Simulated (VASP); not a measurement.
# A VASP study of GaAs (LDA): structure first, properties next, part 5 of 5

Aim: relax GaAs with LDA, compute its properties on that cell and hold them against experiment. The start is a cell from a database of measured crystal structures.

VASP 6.6.1, plane waves and PAW; the level of theory is named at each step.

Still holding for the runs below: Spin-orbit coupling is off here; it would split degenerate levels, and it lifts a valence top of As p states by about 0.1 eV.

So far, gap on the k-mesh (eV): step 2 (full relaxation (LDA)) 0.524; step 6 (total and projected DOS (LDA)) 0.525; step 7 (vibrations at Γ (LDA)) 0.524; step 8 (independent-particle dielectric function (LDA)) 0.525; step 10 (a semilocal run for the hybrid's start) 0.506.

### Step 11. Band structure (HSE06)

This step: HSE06; plane waves and PAW (Ga_d, As) (VASP 6.6.1).

HSE06 mixes in a quarter of exact exchange at short range, at far higher cost; in semiconductors this cures much of the gap error, while metals seldom gain.

The input, INCAR:

```
SYSTEM = GaAs
PREC = Accurate
ENCUT = 400
EDIFF = 1E-06
NELM = 100
ISMEAR = 0
SIGMA = 0.05
LREAL = .FALSE.
ALGO = Normal
LHFCALC = .TRUE.
AEXX = 0.25
GGA = PE
HFSCREEN = 0.2
LASPH = .TRUE.
NBANDS = 15
PRECFOCK = Fast
LORBIT = 11
LWAVE = .FALSE.
LCHARG = .FALSE.
KPAR = 2
```

The input, POSCAR:

```
GaAs
1.0
    0.0000000000      2.8028244386      2.8028244386
    2.8028244386      0.0000000000      2.8028244386
    2.8028244386      2.8028244386      0.0000000000
Ga As
1 1
Direct
    0.0000000000      0.0000000000      0.0000000000
    0.2500000000      0.2500000000      0.2500000000
```

The input, KPOINTS:

```
Automatic mesh
0
Gamma
4 4 4
0 0 0
```

The input, KPOINTS_OPT:

```
Line mode
6
Line-mode
Reciprocal
  0.00000000   0.00000000   0.00000000 GAMMA
  0.50000000   0.00000000   0.50000000 X

  0.50000000   0.00000000   0.50000000 X
  0.50000000   0.25000000   0.75000000 W

  0.50000000   0.25000000   0.75000000 W
  0.37500000   0.37500000   0.75000000 K

  0.37500000   0.37500000   0.75000000 K
  0.00000000   0.00000000   0.00000000 GAMMA

  0.00000000   0.00000000   0.00000000 GAMMA
  0.50000000   0.50000000   0.50000000 L

  0.50000000   0.50000000   0.50000000 L
  0.62500000   0.25000000   0.62500000 U

  0.62500000   0.25000000   0.62500000 U
  0.50000000   0.25000000   0.75000000 W

  0.50000000   0.25000000   0.75000000 W
  0.50000000   0.50000000   0.50000000 L

  0.50000000   0.50000000   0.50000000 L
  0.37500000   0.37500000   0.75000000 K

  0.62500000   0.25000000   0.62500000 U
  0.50000000   0.00000000   0.50000000 X
```

PAW data sets: Ga_d and As (LDA family, release 64).

The WAVECAR or CHGCAR of an earlier step is read.

Run with:

```console
$ mpirun -np 2 vasp_std
```

The program printed:

```text
[banner, memory and clock lines left out]
running    2 mpi-ranks, on    1 nodes
 distrk:  each k-point on    1 cores,    2 groups
 distr:  one band on    1 cores,    1 groups

 POSCAR found type information on POSCAR GaAs
 POSCAR found :  2 types and       2 ions
|                                                                             |
|               ----> ADVICE to this user running VASP <----                  |
|                                                                             |
|     You enforced a specific xc type in the INCAR file but a different       |
|     [... a line on the potential file left out ...]
|     I HOPE YOU KNOW WHAT YOU ARE DOING!                                     |
|                                                                             |

 LDA part: xc-table for (Slater+PW92), standard interpolation
 found WAVECAR, reading the header
 POSCAR, INCAR and KPOINTS ok, starting setup
 FFT: planning ... GRIDC
 FFT: planning ... GRID_SOFT
 FFT: planning ... GRID
 reading WAVECAR
 the WAVECAR file was read successfully
 initial charge from wavefunction
 entering main loop
       N       E                     dE             d eps       ncg     rms          rms(c)
DAV:   1    -0.974696268543E+01   -0.97470E+01   -0.12971E+00   359   0.212E+01    0.252E+00
DAV:   2    -0.973919941710E+01    0.77633E-02   -0.76899E-02   319   0.428E+00    0.179E+00
DAV:   3    -0.973524914106E+01    0.39503E-02   -0.95924E-03   324   0.171E+00    0.106E+00
DAV:   4    -0.973438435926E+01    0.86478E-03   -0.15232E-03   318   0.438E-01    0.589E-01
DAV:   5    -0.973415061292E+01    0.23375E-03   -0.24637E-04   289   0.127E-01    0.336E-01
DAV:   6    -0.973408691671E+01    0.63696E-04   -0.50593E-05   282   0.599E-02    0.188E-01
DAV:   7    -0.973406601900E+01    0.20898E-04   -0.10032E-05   303   0.282E-02    0.105E-01
DAV:   8    -0.973405946604E+01    0.65530E-05   -0.30494E-06   282   0.139E-02    0.568E-02
DAV:   9    -0.973405766906E+01    0.17970E-05   -0.11367E-06   257   0.730E-03    0.307E-02
DAV:  10    -0.973405717272E+01    0.49634E-06   -0.47101E-07   197   0.477E-03
   1 F= -.97340572E+01 E0= -.97340572E+01  d E =-.270520E-17
 Start KPOINTS_OPT (optional k-point list driver)
k-point batch [1-8\60]
       N       E                     dE             ncg
DAV:   1    -0.377236523812E+03   -0.34147E+04      248
DAV:   2    -0.112332993259E+04   -0.74609E+03      240
DAV:   3    -0.117748957672E+04   -0.54160E+02      296
DAV:   4    -0.117869763942E+04   -0.12081E+01      319
DAV:   5    -0.117871124831E+04   -0.13609E-01      317
DAV:   6    -0.117871156876E+04   -0.32044E-03      380
DAV:   7    -0.117871157336E+04   -0.46042E-05      269
DAV:   8    -0.117871157354E+04   -0.18448E-06      268
[...]
k-point batch [57-60\60]
       N       E                     dE             ncg
DAV:   1     0.230126711496E+04   -0.28471E+04      120
DAV:   2     0.189724898757E+04   -0.40402E+03      134
DAV:   3     0.186497522975E+04   -0.32274E+02      148
DAV:   4     0.186431260492E+04   -0.66262E+00      155
DAV:   5     0.186430345132E+04   -0.91536E-02      169
DAV:   6     0.186430320523E+04   -0.24610E-03      186
DAV:   7     0.186430320165E+04   -0.35813E-05      146
DAV:   8     0.186430320153E+04   -0.11410E-06      137
```

Elapsed: 4.1 min, on 2 MPI ranks of Intel Xeon Platinum 8488C (Sapphire Rapids), shared host; peak memory 0.47 GiB.

OUTCAR, selected parts (step 11):

```text
   k-points           NKPTS =      8   k-points in BZ     NKDIM =     64   number of bands    NBANDS=     15

   NELECT =      18.0000    total number of electrons

  exchange ACFDT corr.  =         0.00000000  see jH, gK, PRB 81, 115126

 E-fermi :   4.2014

 k-point     1 :       0.0000    0.0000    0.0000
  band No.  band energies     occupation
    ...
      5     -13.5332      2.00000
      6     -10.2245      2.00000
      7       3.9106      2.00000
      8       3.9106      2.00000
      9       3.9106      2.00000
     10       5.6034      0.00000
     11       8.4979      0.00000
     12       8.4979      0.00000
     13       8.4979      0.00000
     14      12.6278      0.00000
    ...

 POSITION                                       TOTAL-FORCE (eV/Angst)
 -----------------------------------------------------------------------------------
      0.00000      0.00000      0.00000        -0.000000     -0.000000     -0.000000
      1.40141      1.40141      1.40141         0.000000      0.000000      0.000000
 -----------------------------------------------------------------------------------
    total drift:                                0.000099      0.000082      0.000075

  FREE ENERGIE OF THE ION-ELECTRON SYSTEM (eV)
  ---------------------------------------------------
  free  energy   TOTEN  =        -9.7340571727 eV

  energy  without entropy=       -9.7340571727  energy(sigma->0) =       -9.73405717

[... 7 parts as in an earlier step ...]

[... 9 further parts left out ...]
```

The k-mesh is coarse for exact exchange; levels may shift by about 0.1 eV on a finer one. The PAW data sets were made with LDA, a small mismatch for this functional.

Numbers from this step:

```yaml
free_energy_toten: -9.734 eV
fermi_energy: 4.201 eV
least_gap_on_mesh_and_path: 1.693 eV
least_direct_gap_on_mesh_and_path: 1.693 eV
```

The electronic bands at the labelled points (eV, zero at the valence-band top; v1 is the highest filled band, c1 the lowest empty one):

```tsv
point	v3	v2	v1	c1	c2	c3	c4
Γ	0.00	0.00	0.00	1.69	4.59	4.59	4.59
X	-7.49	-2.99	-2.99	2.07	2.37	11.76	11.76
W	-7.26	-3.93	-3.70	5.51	5.79	6.52	6.91
K	-7.26	-4.29	-2.51	2.67	5.60	9.27	9.33
Γ	0.00	0.00	0.00	1.69	4.59	4.59	4.59
L	-7.33	-1.26	-1.26	1.90	5.50	5.50	8.73
U	-7.26	-4.29	-2.51	2.67	5.60	9.27	9.33
W	-7.26	-3.93	-3.70	5.51	5.79	6.52	6.91
L	-7.33	-1.26	-1.26	1.90	5.50	5.50	8.73
K	-7.26	-4.29	-2.51	2.67	5.60	9.27	9.33
jump to U	-7.26	-4.29	-2.51	2.67	5.60	9.27	9.33
X	-7.49	-2.99	-2.99	2.07	2.37	11.76	11.76
```

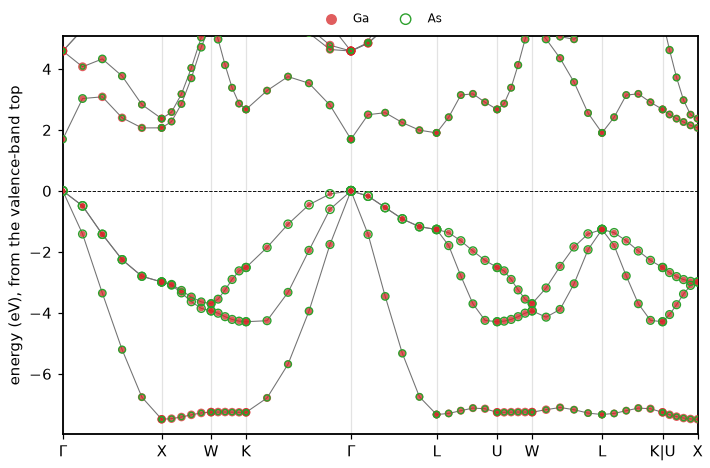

Electronic bands along the path; dots are coloured as in the legend, and their area grows with the weight.

The gap moves by +1.17 eV against LDA, which ran on another mesh.

### Step 12. Bands along the symmetry lines (TB-mBJ)

This step: TB-mBJ; plane waves and PAW (Ga_d, As) (VASP 6.6.1).

Levels along the symmetry lines show where the bands peak and cross; KPOINTS_OPT computes them in the converged potential. TB-mBJ is a local potential fitted to gaps: it costs far less than a hybrid but gives no energy.

The input, INCAR:

```
SYSTEM = GaAs
PREC = Accurate
ENCUT = 400
EDIFF = 1E-06
NELM = 150
ISMEAR = 0
SIGMA = 0.05
LREAL = .FALSE.
ALGO = Normal
METAGGA = MBJ
LASPH = .TRUE.
NBANDS = 21
LORBIT = 11
LWAVE = .FALSE.
LCHARG = .FALSE.
KPAR = 2
```

POSCAR is that of step 11.

The input, KPOINTS:

```
Automatic mesh
0
Gamma
7 7 7
0 0 0
```

Edit KPOINTS_OPT of step 11 so:

```diff
@@ -1,3 +1,3 @@
 Line mode
-6
+16
 Line-mode
```

Run with:

```console
$ mpirun -np 2 vasp_std
```

The program printed:

```text
[banner, memory and clock lines left out]
running    2 mpi-ranks, on    1 nodes
 distrk:  each k-point on    1 cores,    2 groups
 distr:  one band on    1 cores,    1 groups

 POSCAR found type information on POSCAR GaAs
 POSCAR found :  2 types and       2 ions
 [... a notice as in an earlier step ...]

 LDA part: xc-table for (None), standard interpolation
 POSCAR, INCAR and KPOINTS ok, starting setup
 FFT: planning ... GRIDC
 FFT: planning ... GRID_SOFT
 FFT: planning ... GRID
 WAVECAR not read
 entering main loop
       N       E                     dE             d eps       ncg     rms          rms(c)
DAV:   1     0.538813223631E+02    0.53881E+02   -0.71879E+03   941   0.101E+03
DAV:   2    -0.391354843471E+02   -0.93017E+02   -0.86419E+02   904   0.279E+02
DAV:   3    -0.480970915802E+02   -0.89616E+01   -0.88945E+01   973   0.590E+01
DAV:   4    -0.482425906085E+02   -0.14550E+00   -0.14546E+00   983   0.798E+00
DAV:   5    -0.482438935400E+02   -0.13029E-02   -0.13029E-02  1005   0.758E-01    0.588E+00
DAV:   6    -0.472511468644E+02    0.99275E+00   -0.21839E+00  1268   0.314E+01    0.270E+00
DAV:   7    -0.468969131786E+02    0.35423E+00   -0.35552E-01  1152   0.709E+00    0.195E+00
DAV:   8    -0.466792671742E+02    0.21765E+00   -0.16304E-01   950   0.317E+00    0.820E-01
DAV:   9    -0.465470020637E+02    0.13227E+00   -0.41860E-02  1059   0.185E+00    0.505E-01
DAV:  10    -0.463569462941E+02    0.19006E+00   -0.20916E-02  1046   0.191E+00    0.256E-01
DAV:  11    -0.464346012002E+02   -0.77655E-01   -0.76219E-03   950   0.693E-01    0.288E-01
DAV:  12    -0.464256297084E+02    0.89715E-02   -0.35093E-03   925   0.331E-01    0.755E-02
DAV:  13    -0.464315205730E+02   -0.58909E-02   -0.68611E-04  1148   0.446E-01    0.118E-01
DAV:  14    -0.463989226775E+02    0.32598E-01   -0.13402E-04   935   0.770E-02    0.208E-02
DAV:  15    -0.463975881257E+02    0.13346E-02   -0.94751E-05  1136   0.144E-01    0.839E-03
DAV:  16    -0.463957739518E+02    0.18142E-02   -0.15059E-05   965   0.250E-02    0.177E-02
DAV:  17    -0.463934548546E+02    0.23191E-02   -0.63994E-07   804   0.487E-03    0.959E-03
DAV:  18    -0.463934045619E+02    0.50293E-04   -0.42256E-07   545   0.391E-03    0.870E-03
DAV:  19    -0.463929341980E+02    0.47036E-03   -0.10165E-07   510   0.260E-03    0.420E-03
DAV:  20    -0.463929735313E+02   -0.39333E-04   -0.11152E-07   480   0.191E-03    0.377E-03
DAV:  21    -0.463928020681E+02    0.17146E-03   -0.20839E-08   485   0.106E-03    0.308E-03
DAV:  22    -0.463926199041E+02    0.18216E-03   -0.22429E-08   475   0.671E-04    0.238E-03
DAV:  23    -0.463922120077E+02    0.40790E-03   -0.42656E-08   470   0.123E-03    0.791E-04
DAV:  24    -0.463920764517E+02    0.13556E-03   -0.28968E-08   480   0.932E-04    0.613E-04
DAV:  25    -0.463919922319E+02    0.84220E-04   -0.70083E-09   480   0.629E-04    0.291E-04
DAV:  26    -0.463919415557E+02    0.50676E-04   -0.42164E-09   475   0.327E-04    0.124E-04
DAV:  27    -0.463919395087E+02    0.20470E-05   -0.15422E-09   480   0.334E-04    0.113E-04
DAV:  28    -0.463918970681E+02    0.42441E-04   -0.10933E-09   470   0.149E-04    0.121E-04
DAV:  29    -0.463919193668E+02   -0.22299E-04   -0.41018E-10   480   0.147E-04    0.166E-05
DAV:  30    -0.463919209947E+02   -0.16279E-05   -0.12790E-10   480   0.718E-05    0.872E-06
DAV:  31    -0.463919216020E+02   -0.60730E-06   -0.29213E-11   465   0.369E-05
   1 F= -.46391922E+02 E0= -.46391922E+02  d E =-.764429E-18
 Start KPOINTS_OPT (optional k-point list driver)
k-point batch [1-20\160]
       N       E                     dE             ncg
DAV:   1    -0.226697089367E+02   -0.72970E+04      903
DAV:   2    -0.200167048798E+04   -0.19790E+04      909
DAV:   3    -0.219509232309E+04   -0.19342E+03      976
DAV:   4    -0.219846810832E+04   -0.33758E+01     1014
DAV:   5    -0.219850281659E+04   -0.34708E-01     1000
DAV:   6    -0.219850386927E+04   -0.10527E-02     1146
DAV:   7    -0.219850389415E+04   -0.24890E-04      999
DAV:   8    -0.219850389503E+04   -0.87379E-06      762
[...]
k-point batch [141-160\160]
       N       E                     dE             ncg
DAV:   1    -0.230470535392E+03   -0.12239E+05      922
DAV:   2    -0.215267363138E+04   -0.19222E+04      892
DAV:   3    -0.233165793345E+04   -0.17898E+03     1071
DAV:   4    -0.233458338817E+04   -0.29255E+01      980
DAV:   5    -0.233461367601E+04   -0.30288E-01     1009
DAV:   6    -0.233461478173E+04   -0.11057E-02     1214
DAV:   7    -0.233461478592E+04   -0.41815E-05      943
DAV:   8    -0.233461478601E+04   -0.90879E-07      848
```

Wall time 37 s (2 MPI ranks); peak memory 0.33 GiB; 73 s of CPU time.

Parts of OUTCAR (step 12):

```text
   NELECT =      18.0000    total number of electrons

 E-fermi :   4.6468

 k-point     1 :       0.0000    0.0000    0.0000
  band No.  band energies     occupation
    ...
      5     -10.6472      2.00000
      6      -8.2683      2.00000
      7       4.3577      2.00000
      8       4.3577      2.00000
      9       4.3582      2.00000
     10       6.1565      0.00000
     11       8.5768      0.00000
     12       8.5768      0.00000
     13       8.5805      0.00000
     14      13.0587      0.00000
    ...

  Total      -86.2444063    -86.2444063    -86.2444063      0.0000000      0.0000000      0.0000000
  in kB    -3137.7897260  -3137.7897260  -3137.7897260      0.0000000      0.0000000      0.0000000
  external PRESSURE =   -3137.7897260 kB  Pullay stress =       0.0000000 kB

 POSITION                                       TOTAL-FORCE (eV/Angst)
 -----------------------------------------------------------------------------------
      0.00000      0.00000      0.00000        -0.000000     -0.000000     -0.000000
      1.40141      1.40141      1.40141         0.000000      0.000000      0.000000
 -----------------------------------------------------------------------------------
    total drift:                                0.000157      0.000157      0.000157

  FREE ENERGIE OF THE ION-ELECTRON SYSTEM (eV)
  ---------------------------------------------------
  free  energy   TOTEN  =       -46.3919216020 eV

  energy  without entropy=      -46.3919216020  energy(sigma->0) =      -46.39192160

[... 8 parts as in an earlier step ...]

[... 9 further parts left out ...]
```

This functional is a potential without an energy, so its energies, forces and stress mean nothing and are not read.

Numbers from this step:

```
SCF cycles                        : 31
bands                             : 21
irreducible k-points              : 20
Fermi energy                      : 4.647 eV
least gap on mesh and path        : 1.798 eV
least direct gap on mesh and path : 1.798 eV
```

The electronic bands at the labelled points (eV, zero at the valence-band top; v1 is the highest filled band, c1 the lowest empty one):

```tsv
point	v3	v2	v1	c1	c2	c3	c4
Γ	0.00	0.00	0.00	1.80	4.22	4.22	4.22
X	-6.52	-2.61	-2.61	2.08	2.26	11.14	11.14
W	-6.32	-3.43	-3.22	5.18	5.28	6.17	6.54
K	-6.33	-3.73	-2.20	2.58	5.22	8.66	8.76
Γ	0.00	0.00	0.00	1.80	4.22	4.22	4.22
L	-6.39	-1.11	-1.11	1.88	5.08	5.08	8.66
U	-6.33	-3.73	-2.20	2.58	5.22	8.66	8.76
W	-6.32	-3.43	-3.22	5.18	5.28	6.17	6.54
L	-6.39	-1.11	-1.11	1.88	5.08	5.08	8.66
K	-6.33	-3.73	-2.20	2.58	5.22	8.66	8.76
jump to U	-6.33	-3.73	-2.20	2.58	5.22	8.66	8.76
X	-6.52	-2.61	-2.61	2.08	2.26	11.14	11.14
```

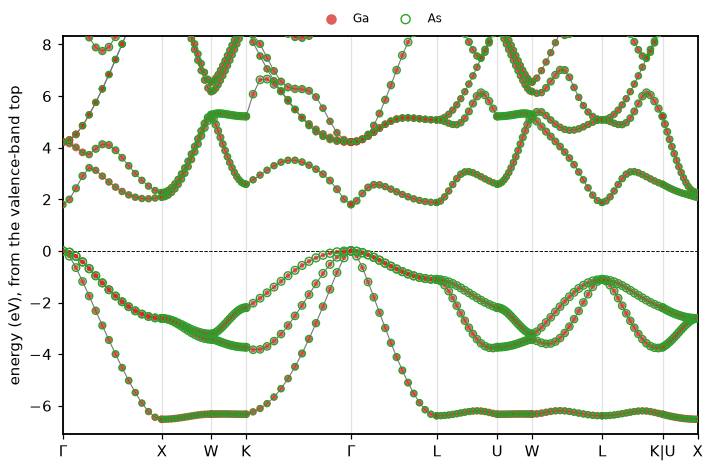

Electronic bands along the path; dots are coloured as in the legend, and their area grows with the weight.

The gap moves by +1.27 eV against LDA.

### Step 13. What came out

| Property | Result |
| --- | --- |
| relaxed volume | 22.02 Å³/atom |
| relaxed conventional cell a, b, c | 5.606, 5.606, 5.606 Å |
| space group after relaxing, within 0.02 Å | F-43m (No. 216) |
| band gap | 0.523 eV, direct |
| gap on the dense mesh | 0.525 eV |
| highest zone-centre mode | 270 cm⁻¹ |
| strongest peak of ε2, mean over directions | 4.17 eV |
| band gap (LDA + SOC) | 0.408 eV, direct |
| band gap (HSE06) | 1.69 eV, direct |
| band gap (TB-mBJ) | 1.80 eV, direct |

**Reading.** With LDA, GaAs relaxes to 22.02 Å³/atom in space group F-43m (held by the symmetry of the run) and has a direct gap of 0.523 eV (1.69 eV with HSE06). Against the listed cell the volume lies -2.5 %. Vibrations at Γ (LDA): The highest mode at Γ, 270.3 cm⁻¹, has its largest share on Ga (52 % of the kinetic energy). Bands along the symmetry lines (LDA + SOC): The path shows a direct gap of 0.41 eV (valence top at Γ, conduction bottom at Γ). Band structure (HSE06): The path shows a direct gap of 1.69 eV (valence top at Γ, conduction bottom at Γ). Bands along the symmetry lines (TB-mBJ): The path shows a direct gap of 1.80 eV (valence top at Γ, conduction bottom at Γ). The other levels ran on the cell relaxed with LDA, and without spin-orbit coupling unless named. The gaps belong to a cell whose volume lies -2.5 % from the listed one, and gaps move with volume, which bears on their distance from experiment. Spin-orbit coupling moves the gap of LDA by -0.12 eV and its direct gap by -0.12 eV; the levels run without it lack a shift of about this size, which bears on their distance from experiment. Semilocal functionals usually underestimate gaps. Modes at Γ alone can't show that the crystal is stable at other wave vectors, and the LO-TO splitting is not included. No search among competing phases was made, and a listed structure need not be the one stable at ambient conditions. All values are for a static lattice at zero temperature.

Comparison with the measured values:

| quantity | measured | LDA | LDA, spin-orbit coupling | HSE06 | TB-mBJ |
| --- | --- | --- | --- | --- | --- |
| lattice constant a (Å) | 5.653 | 5.606 (-0.8 %) | - | - | - |
| band gap (direct gap) (eV) | 1.412 | 0.52 (-0.89 eV) | 0.41 (-1.00 eV) | 1.69 (+0.28 eV) | 1.80 (+0.39 eV) |

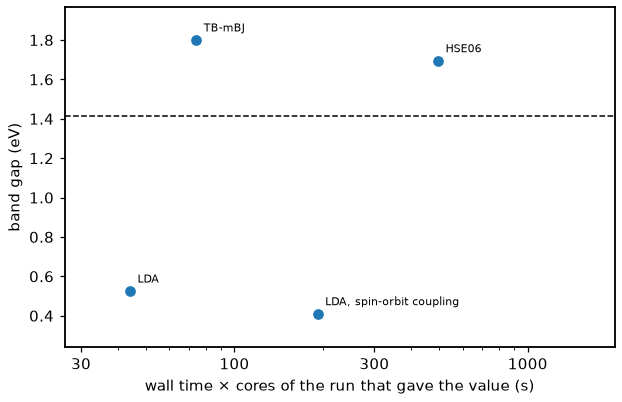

The band gap by level, against the cost of each run; the dashed line is the measured value.

Measured values from pmc:9457441 (2022) and arxiv:0805.2212 (2008).

How well it matches: The lattice constant a is off by -0.8 %: fair agreement. For the band gap, of the levels listed nearest comes HSE06 (+0.28 eV, fair agreement) and farthest LDA, spin-orbit coupling (-1.00 eV, a clear miss). Zero-point and thermal motion shift the measured gap. The grades are ours: good and fair within 0.7 and 1.5 % for the lattice constant a. For lattice constants the calculation has a static lattice, without zero-point motion or thermal expansion.

[Lines on the potential files, build, host, timing and source positions are cut from VASP's logs without a mark.]

[Logs are printed without paths, hosts, clocks, repeated set-up lines and the standing remarks that a program may print on its own settings, such as how far it seeks lower states.]

[Hosts, paths, dates, database ids (printed as entryN), source tags and the programs' standing remarks are cut or masked in the printed files.]

[Measured values are set beside computed ones only where the two were judged alike; some that the calculation misses by far are left out.]
